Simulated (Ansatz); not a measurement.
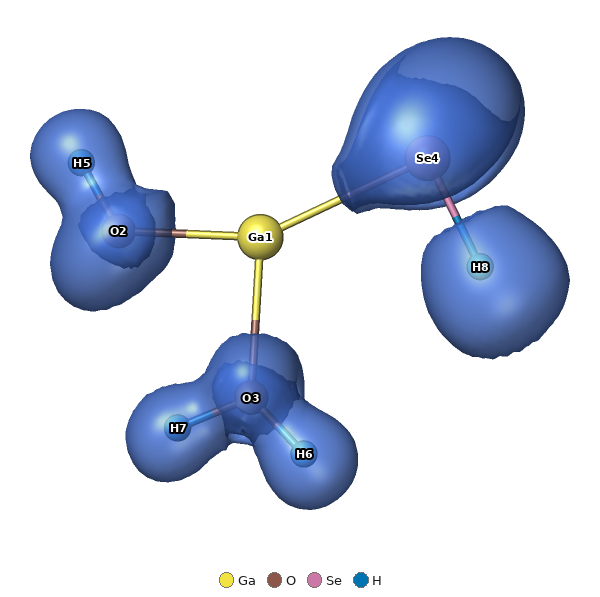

The picture shows: GaH4O2Se (SMILES [OH][Ga]([OH2+])[SeH]) (charge +1). Isosurface of the electron localisation function at 0.75 (blue), seen across its widest extent. Core shells and regions of very low density are left out.

Geometry: PBE0-D3(BJ)/def2-SVP.

Method: isolated molecule in a Gaussian basis; Kohn-Sham density functional theory, functional PBE0 (Ansatz 0.2.0).

```yaml
atoms:
  - { symbol: Ga, position_ang: [1.2037, 0.0613, 2.3323] }
  - { symbol: O, position_ang: [0.4518, 0.0689, 3.9029] }
  - { symbol: O, position_ang: [-0.5806, 0.1273, 1.4879] }
  - { symbol: Se, position_ang: [3.0203, 0.0071, 0.9850] }
  - { symbol: H, position_ang: [0.9758, 0.0722, 4.7135] }
  - { symbol: H, position_ang: [-0.8907, 0.0603, 0.5729] }
  - { symbol: H, position_ang: [-1.3324, 0.1403, 2.1059] }
  - { symbol: H, position_ang: [2.1643, 0.1730, -0.2046] }
```

### Where are the electrons localised?

At this value the surface marks out one region around a hydrogen nucleus, one region wrapped around Se (its valence shell) and two joined regions spread over several atoms (H, O), in which their bonds and any lone pairs are merged. Along the contacts the grid gives the following. Ga–O (1.74 Å): the ELF peaks at about 0.85 in the valence shell of O, 0.6 Å from its nucleus, and is about 0.30 at the midpoint. Ga–Se (2.26 Å): the ELF peaks at about 0.75 in the valence shell of Se, 1.0 Å from its nucleus, and is about 0.75 at the midpoint.
